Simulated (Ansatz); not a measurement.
CH3FO3W: single-point calculation

- system: CH3FO3W, SMILES C[O][W](=[O])(=[O])[F]
- method: RKS PBE0-D4/def2-TZVPP (Ansatz 0.2.0)

The geometry comes from this level: PBE0-D4/def2-TZVP.

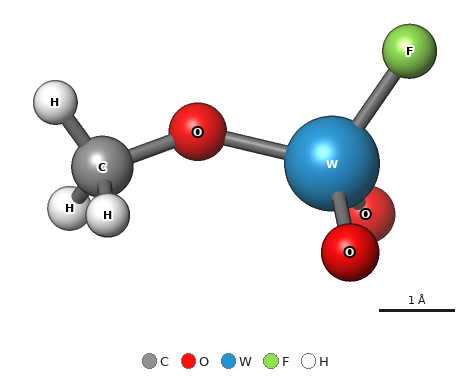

**Figure 1.** The structure (ball-and-stick view, seen at a tilt). Sticks mark near contacts. Bond lengths as drawn: C–H 1.09 Å, C–O 1.41 Å, F–W 1.86 Å and O–W 1.70 to 1.85 Å.

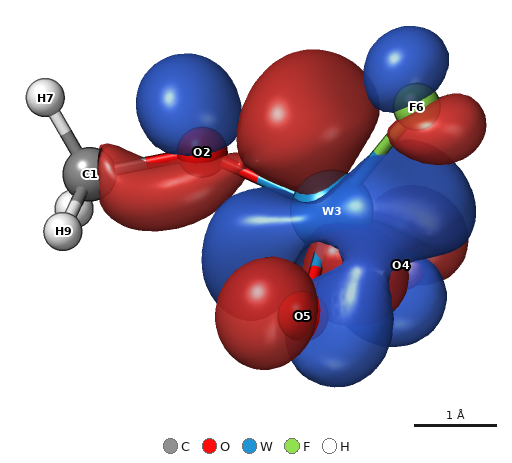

**Figure 2.** The LUMO at ±0.08 Å⁻³ᐟ² (red and blue are the two phases), seen at a tilt. It lies mainly on W3 (60 %), O2 (10 %) and O5 (10 %). Its energy is −1.76 eV.

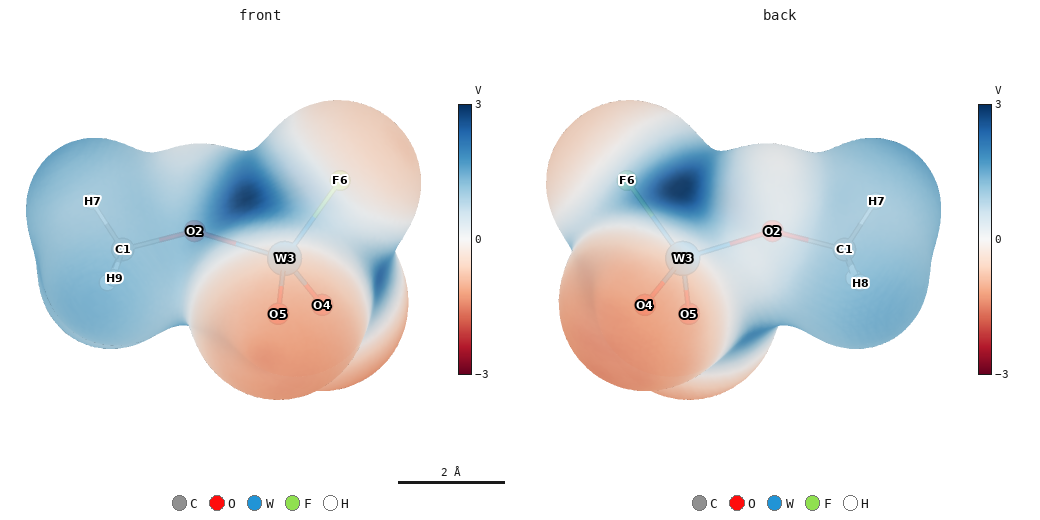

**Figure 3.** The molecular electrostatic potential painted on the density surface at 0.002 e/bohr³, seen at a tilt and from behind; red is negative and blue positive.

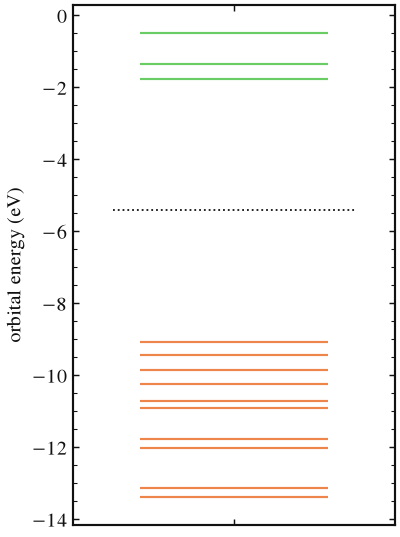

**Figure 4.** Orbital energies near the frontier; the dotted line parts filled from empty levels, and levels within 0.02 eV of each other stand side by side. Highest filled −9.07 eV, lowest empty −1.76 eV, 7.31 eV apart.

The input and output of the run follow.

### Input
```yaml
crystal:
  periodic: [false, false, false]
  atoms:
    - {symbol: C, position_ang: [0.112470, -1.316589, 0.894926]}
    - {symbol: O, position_ang: [-0.452026, -0.125103, 0.395648]}
    - {symbol: W, position_ang: [-0.168220, 1.241476, -0.812141]}
    - {symbol: O, position_ang: [-1.041093, 0.918134, -2.238160]}
    - {symbol: O, position_ang: [1.482008, 1.269798, -1.224283]}
    - {symbol: F, position_ang: [-0.684197, 2.883837, -0.102480]}
    - {symbol: H, position_ang: [-0.171039, -1.416443, 1.943811]}
    - {symbol: H, position_ang: [-0.279144, -2.166252, 0.332095]}
    - {symbol: H, position_ang: [1.201240, -1.288858, 0.810583]}
basis:
  gaussian: {orbitals: def2-TZVPP}
hamiltonian: {xc: pbe0, dispersion: d4}
output: {orbitals: {seedname: orbitals}}
```

Run as:
```bash
ansatz run in.yaml --threads 4 --pin off --events-out ev --progress --plain --max-ram 10444MiB
```

### What the program printed
```
Functional definition: PBE0
  name "PBE0"
  cite "Adamo & Barone, J. Chem. Phys. 110, 6158 (1999) doi:10.1063/1.478522"
  cite "Perdew, Burke & Ernzerhof, Phys. Rev. Lett. 77, 3865 (1996) doi:10.1103/PhysRevLett.77.3865"
  parent pbe
  parameter a = 0.25
  parameter kappa = 0.804
  parameter beta = 0.06672455060314922
  exchange = (1 - a)*pbe_x(kappa = kappa, mu = beta*pi^2/3) + a*exact_x
  correlation = pbe_c(beta = beta)
1366 factors; their error is unknown
mean field evaluation 1: about -11748.8985 eV, gradient 1.1e2 eV
mean field evaluation 2: about -11566.8349 eV, gradient 3.3e2 eV
mean field evaluation 4: about -11766.8838 eV, gradient 3.5e1 eV
mean field evaluation 8: about -11768.9048 eV, gradient 6.4e-1 eV
mean field evaluation 16: about -11768.9382 eV, gradient 4.4e-4 eV
mean field -11768.93815205 eV, -432.5004998149 hartree, gradient 6.1e-5 eV, S^2 0.000000; 0 other end points of the search recorded, 0 dependent functions left out
reference -11768.93818557 eV, -432.5005010469 hartree; 28, 28 occupied and 225, 225 virtual orbitals, 1366 factors
Total energy: -11769.10491025 eV, -432.5066280658 hartree
```

### Results in brief

```csv
quantity,value
outcome,converged
total energy,−11769.1049 eV
mean-field energy,−11768.9382 eV
dispersion energy,−0.1667 eV
SCF solution under orbital rotations,stable
HOMO,−9.07 eV
LUMO,−1.76 eV
hardware,"4 threads of Arm Neoverse V2, 23 GiB of memory available, shared host"
wall time,3.3 s (CPU time 12 s)
peak memory,0.62 GiB
```
